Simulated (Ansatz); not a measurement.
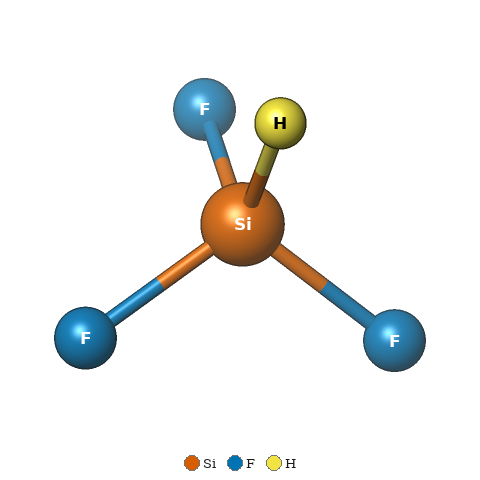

Atoms fade into the background with distance from the viewer. Computed geometry: PBE0-D4/def2-TZVP optimisation.

Q: List the symmetry elements and name the point group.

A: It has 1 C3 axis and 3 mirror planes, so the point group is C3v. The group has 6 operations. The geometry is achiral, and symmetry allows a dipole moment.
